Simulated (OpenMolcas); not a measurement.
**Relativistic diatomic calculation: NC⁻ (part 2 of 2)**

Continued. System: NC⁻. Method: SA-CASSCF(10,8)/XMS-CASPT2 + RASSI spin-orbit (X2C scalar, AMFI), ANO-RCC-VTZP (OpenMolcas).

## Log (extracts), continued
```
++ Dipole transition strengths (spin-free states):
     for osc. strength at least  1.00000000E-05
      From   To        Osc. strength     Einstein coefficients Ax, Ay, Az (sec-1)    Total A (sec-1)
         1   11       3.92541623E-02  4.36891449E+07  6.30135784E+07  0.00000000E+00  1.06702723E+08
         1   12       3.92542475E-02  6.30138345E+07  4.36891367E+07  0.00000000E+00  1.06702971E+08
         9    5       2.95771748E-04  3.82264258E+01  3.63386805E+01  0.00000000E+00  7.45651063E+01
         9    6       2.37985687E-03  9.82578124E+04  5.01724420E+02  0.00000000E+00  9.87595368E+04
         9    7       2.38913334E-03  5.07592544E+02  9.94124267E+04  0.00000000E+00  9.99200192E+04
         9    8       2.62004073E-03  1.41355916E+05  1.48820581E+05  0.00000000E+00  2.90176497E+05
        10    5       2.95771296E-04  3.63385286E+01  3.82262269E+01  0.00000000E+00  7.45647555E+01
        10    6       2.37985714E-03  5.01724243E+02  9.82577989E+04  0.00000000E+00  9.87595232E+04
        10    7       2.38913284E-03  9.94123797E+04  5.07593870E+02  0.00000000E+00  9.99199736E+04
        10    8       2.62003993E-03  1.48820518E+05  1.41355846E+05  0.00000000E+00  2.90176364E+05
        11    2       1.03428053E-03  6.62307048E+03  4.59155591E+03  0.00000000E+00  1.12146264E+04
        11    3       9.20133507E-04  1.30239288E+04  7.48929436E+03  0.00000000E+00  2.05132231E+04
        11    4       9.29285180E-04  7.71499100E+03  1.34164230E+04  0.00000000E+00  2.11314140E+04
        12    2       1.03427745E-03  4.59154021E+03  6.62302542E+03  0.00000000E+00  1.12145656E+04
        12    3       9.20131253E-04  7.48927905E+03  1.30238590E+04  0.00000000E+00  2.05131380E+04
        12    4       9.29283000E-04  1.34163493E+04  7.71497961E+03  0.00000000E+00  2.11313289E+04
 Electric-quadrupole - electric-quadrupole not included
 Electric-dipole - electric-octupole not included
 Electric-dipole - magnetic-quadrupole not included
   Eigenvalues of complex Hamiltonian:
  (Shifted by EMIN (a.u.) =        -92.7350438932)
 SO State       Relative EMIN(au)   Rel lowest level(eV)    D:o, cm**(-1)      Omega
     1            -0.0000001832        0.0000000000              0.0000         0.0
     2             0.2446036821        6.6560102576          53684.3432         0.0
     3             0.2446043278        6.6560278280          53684.4849         0.0
     4             0.2447381515        6.6596693571          53713.8558         1.0
     5             0.2447381560        6.6596694781          53713.8568         1.0
     6             0.2448733659        6.6633487261          53743.5319         2.0
     7             0.2448733658        6.6633487234          53743.5319         2.0
     8             0.2475392528        6.7358912051          54328.6265         1.0
     9             0.2475392528        6.7358912051          54328.6265         1.0
    10             0.2475404347        6.7359233667          54328.8859         0.0
    11             0.2806728292        7.6375017508          61600.6059         1.9
    12             0.2806728292        7.6375017508          61600.6059         1.9
    13             0.2806758091        7.6375828375          61601.2600         2.0
    14             0.2808160879        7.6414000187          61632.0476         2.0
    15             0.2808216117        7.6415503286          61633.2599         2.5
    16             0.2808216117        7.6415503286          61633.2599         2.5
    17             0.2908642009        7.9148231030          63837.3535         1.0
    18             0.2908642233        7.9148237117          63837.3584         1.0
    19             0.3034501512        8.2573042572          66599.6503         0.0
    20             0.3034511041        8.2573301880          66599.8594         1.0
    21             0.3034511041        8.2573301880          66599.8594         1.0
    22             0.3092340375        8.4146918202          67869.0666         0.0
    23             0.3172063118        8.6316284572          69618.7786         2.0
    24             0.3174682971        8.6387574385          69676.2777         2.0
 Weights of the five most important spin-orbit-free states for each spin-orbit state.
 SO State  Total energy (au)           Spin-free states, spin, and weights
    1        -0.000000       1 0.0  1.0000    9 1.0  0.0000   10 1.0  0.0000    8 1.0  0.0000    5 1.0  0.0000
    2         0.244604       9 1.0  0.4999   10 1.0  0.4999    5 1.0  0.0002    2 0.0  0.0000    1 0.0  0.0000
    3         0.244604       9 1.0  0.5000   10 1.0  0.5000    1 0.0  0.0000    8 1.0  0.0000    5 1.0  0.0000
    4         0.244738       9 1.0  0.9999    5 1.0  0.0001   11 0.0  0.0000    6 1.0  0.0000    7 1.0  0.0000
    5         0.244738      10 1.0  0.9999    5 1.0  0.0001   12 0.0  0.0000    6 1.0  0.0000    7 1.0  0.0000
    6         0.244873      10 1.0  0.5000    9 1.0  0.5000    7 1.0  0.0000    4 0.0  0.0000    3 0.0  0.0000
    7         0.244873      10 1.0  0.5000    9 1.0  0.5000    6 1.0  0.0000    3 0.0  0.0000    4 0.0  0.0000
    8         0.247539       5 1.0  0.9999   10 1.0  0.0000    9 1.0  0.0000    8 1.0  0.0000   11 0.0  0.0000
    9         0.247539       5 1.0  0.9999   10 1.0  0.0000    9 1.0  0.0000    8 1.0  0.0000   11 0.0  0.0000
   10         0.247540       5 1.0  0.9998   10 1.0  0.0001    9 1.0  0.0001    2 0.0  0.0000    1 0.0  0.0000
   11         0.280673       6 1.0  0.9714    7 1.0  0.0286   11 0.0  0.0000   12 0.0  0.0000   10 1.0  0.0000
   12         0.280673       6 1.0  0.9714    7 1.0  0.0286   11 0.0  0.0000   12 0.0  0.0000   10 1.0  0.0000
   13         0.280676       6 1.0  1.0000    4 0.0  0.0000    3 0.0  0.0000   10 1.0  0.0000    9 1.0  0.0000
   14         0.280816       7 1.0  1.0000    3 0.0  0.0000    4 0.0  0.0000    9 1.0  0.0000   10 1.0  0.0000
   15         0.280822       7 1.0  0.9714    6 1.0  0.0286   11 0.0  0.0000   12 0.0  0.0000    9 1.0  0.0000
   16         0.280822       7 1.0  0.9714    6 1.0  0.0286   11 0.0  0.0000   12 0.0  0.0000    9 1.0  0.0000
   17         0.290864      11 0.0  1.0000    7 1.0  0.0000    6 1.0  0.0000    9 1.0  0.0000    8 1.0  0.0000
   18         0.290864      12 0.0  1.0000    7 1.0  0.0000    6 1.0  0.0000   10 1.0  0.0000    8 1.0  0.0000
   19         0.303450       8 1.0  1.0000    9 1.0  0.0000   10 1.0  0.0000    1 0.0  0.0000    2 0.0  0.0000
   20         0.303451       8 1.0  1.0000    5 1.0  0.0000   12 0.0  0.0000   11 0.0  0.0000    9 1.0  0.0000
   21         0.303451       8 1.0  1.0000    5 1.0  0.0000   12 0.0  0.0000   11 0.0  0.0000    9 1.0  0.0000
   22         0.309234       2 0.0  1.0000    5 1.0  0.0000   10 1.0  0.0000    9 1.0  0.0000    8 1.0  0.0000
   23         0.317206       3 0.0  1.0000    7 1.0  0.0000    6 1.0  0.0000   10 1.0  0.0000    9 1.0  0.0000
   24         0.317468       4 0.0  1.0000    6 1.0  0.0000    7 1.0  0.0000    9 1.0  0.0000   10 1.0  0.0000
++ Dipole transition strengths (SO states):
        for osc. strength at least   1.00000000E-05
      From   To        Osc. strength     Einstein coefficients Ax, Ay, Az (sec-1)    Total A (sec-1)
         1   17       3.92523045E-02  4.36873597E+07  6.30108503E+07  0.00000000E+00  1.06698210E+08
         1   18       3.92523897E-02  6.30111065E+07  4.36873515E+07  0.00000000E+00  1.06698458E+08
         2    8       1.55808776E-04  2.15703987E+01  2.15703699E+01  0.00000000E+00  4.31407686E+01
         2    9       1.55808774E-04  2.15703985E+01  2.15703696E+01  0.00000000E+00  4.31407681E+01
         2   11       1.59188397E-03  3.32712419E+04  3.32704806E+04  0.00000000E+00  6.65417225E+04
         2   12       1.59188399E-03  3.32712422E+04  3.32704810E+04  0.00000000E+00  6.65417232E+04
         2   15       7.99538375E-04  1.68483507E+04  1.68491302E+04  0.00000000E+00  3.36974809E+04
         2   16       7.99538383E-04  1.68483509E+04  1.68491304E+04  0.00000000E+00  3.36974813E+04
         2   20       1.29650363E-03  7.21289031E+04  7.21289630E+04  0.00000000E+00  1.44257866E+05
         2   21       1.29650364E-03  7.21289039E+04  7.21289637E+04  0.00000000E+00  1.44257868E+05
         3    8       1.55750217E-04  2.15528073E+01  2.15527784E+01  0.00000000E+00  4.31055857E+01
         3    9       1.55750218E-04  2.15528075E+01  2.15527786E+01  0.00000000E+00  4.31055861E+01
         3   11       1.59201249E-03  3.32727375E+04  3.32719744E+04  0.00000000E+00  6.65447118E+04
         3   12       1.59201247E-03  3.32727371E+04  3.32719740E+04  0.00000000E+00  6.65447112E+04
         3   15       7.99602546E-04  1.68491012E+04  1.68498827E+04  0.00000000E+00  3.36989839E+04
         3   16       7.99602538E-04  1.68491010E+04  1.68498825E+04  0.00000000E+00  3.36989836E+04
         3   20       1.29667800E-03  7.21370211E+04  7.21370811E+04  0.00000000E+00  1.44274102E+05
         3   21       1.29667799E-03  7.21370204E+04  7.21370804E+04  0.00000000E+00  1.44274101E+05
         4   10       2.95868989E-04  3.82703912E+01  3.63803918E+01  0.00000000E+00  7.46507829E+01
         4   13       2.37956479E-03  9.82422242E+04  5.01146530E+02  0.00000000E+00  9.87433707E+04
         4   14       2.38883929E-03  5.07004963E+02  9.93966076E+04  0.00000000E+00  9.99036126E+04
         4   19       2.61976716E-03  1.41344387E+05  1.48808784E+05  0.00000000E+00  2.90153171E+05
         5   10       2.95868537E-04  3.63802397E+01  3.82701922E+01  0.00000000E+00  7.46504319E+01
         5   13       2.37956505E-03  5.01146352E+02  9.82422107E+04  0.00000000E+00  9.87433571E+04
         5   14       2.38883879E-03  9.93965606E+04  5.07006288E+02  0.00000000E+00  9.99035669E+04
         5   19       2.61976636E-03  1.48808721E+05  1.41344317E+05  0.00000000E+00  2.90153039E+05
         6    8       1.39992578E-04  1.59834038E+01  1.59834096E+01  0.00000000E+00  3.19668134E+01
         6    9       1.39991957E-04  1.59833327E+01  1.59833387E+01  0.00000000E+00  3.19666715E+01
         6   11       7.90421795E-04  1.62735663E+04  1.62743224E+04  0.00000000E+00  3.25478887E+04
         6   12       7.90425303E-04  1.62736386E+04  1.62743946E+04  0.00000000E+00  3.25480332E+04
         6   15       1.58678872E-03  3.29427908E+04  3.29420339E+04  0.00000000E+00  6.58848246E+04
         6   16       1.58679577E-03  3.29429370E+04  3.29421801E+04  0.00000000E+00  6.58851171E+04
         6   20       1.32333424E-03  7.29484105E+04  7.29483443E+04  0.00000000E+00  1.45896755E+05
         6   21       1.32334012E-03  7.29487344E+04  7.29486681E+04  0.00000000E+00  1.45897402E+05
         7    8       1.39991958E-04  1.59833347E+01  1.59833395E+01  0.00000000E+00  3.19666742E+01
         7    9       1.39992579E-04  1.59834058E+01  1.59834103E+01  0.00000000E+00  3.19668161E+01
         7   11       7.90436729E-04  1.62738735E+04  1.62746303E+04  0.00000000E+00  3.25485039E+04
         7   12       7.90433220E-04  1.62738013E+04  1.62745581E+04  0.00000000E+00  3.25483594E+04
         7   15       1.58678441E-03  3.29427017E+04  3.29419441E+04  0.00000000E+00  6.58846458E+04
         7   16       1.58677736E-03  3.29425555E+04  3.29417978E+04  0.00000000E+00  6.58843533E+04
         7   20       1.32334026E-03  7.29487395E+04  7.29486792E+04  0.00000000E+00  1.45897419E+05
         7   21       1.32333438E-03  7.29484157E+04  7.29483553E+04  0.00000000E+00  1.45896771E+05
        17   22       1.03420935E-03  6.62222695E+03  4.59098227E+03  0.00000000E+00  1.12132092E+04
        17   23       9.20135707E-04  1.30250209E+04  7.48961976E+03  0.00000000E+00  2.05146407E+04
        17   24       9.29286936E-04  7.71531169E+03  1.34175218E+04  0.00000000E+00  2.11328335E+04
        18   22       1.03420626E-03  4.59096656E+03  6.62218190E+03  0.00000000E+00  1.12131485E+04
        18   23       9.20133453E-04  7.48960445E+03  1.30249511E+04  0.00000000E+00  2.05145556E+04
        18   24       9.29284756E-04  1.34174481E+04  7.71530031E+03  0.00000000E+00  2.11327484E+04
 Electric-quadrupole - electric-quadrupole not included
 Electric-dipole - electric-octupole not included
 Electric-dipole - magnetic-quadrupole not included
```

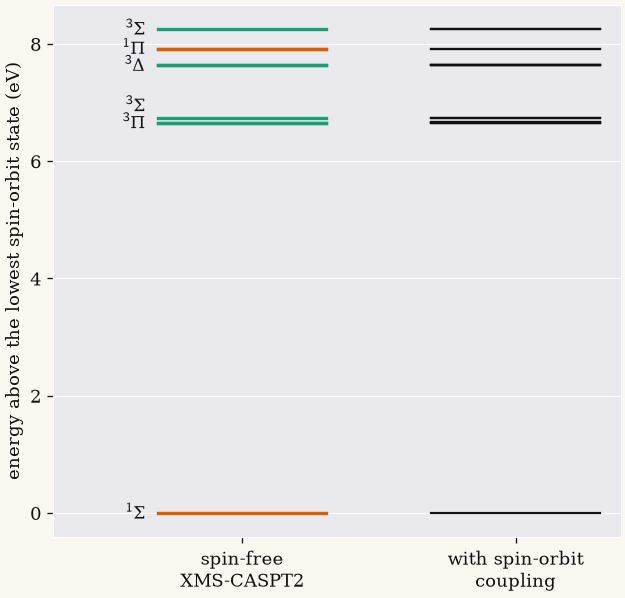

**Figure 1.** States up to 8.3 eV at 1.177 Å, without spin-orbit coupling (left, a colour for each spin multiplicity) and with it (right, where close levels merge). The spin-free states run ¹Σ (0.00 eV), ³Π (6.66 eV), ³Σ (6.74 eV), ³Δ (7.64 eV), ¹Π (7.91 eV), ³Σ (8.26 eV) from the lowest. The lowest spin-orbit levels have |Ω| = 0 (0 cm⁻¹), 0 (53,684 cm⁻¹), 1 (53,714 cm⁻¹), 2 (53,744 cm⁻¹), 1 (54,329 cm⁻¹).

## Key numbers

- outcome: converged; components of a degenerate state are split by 58 cm⁻¹; whether the anion is bound against detachment isn't tested
- lowest spin-free state: ¹Σ
- lowest spin-orbit level: Ω = 0, −92.73504 hartree
- next level: Ω = 0, 53,684 cm⁻¹
- hardware: 1 thread of Arm Neoverse V1, 24 GiB of memory available, shared host
- wall time: 23 s

## Remarks

To bear in mind: the two components of ¹Δ at 8.64 eV, degenerate in CASSCF as they must be, are split by 58 cm⁻¹ in XMS-CASPT2, an artefact that passes into its spin-orbit levels; 4 of the 24 spin-orbit states have no clean Ω, so their splittings aren't to be trusted; the run doesn't test whether the anion keeps its extra electron; the basis has no added diffuse functions, and states above the detachment threshold, which may include the lowest, are held only by it.
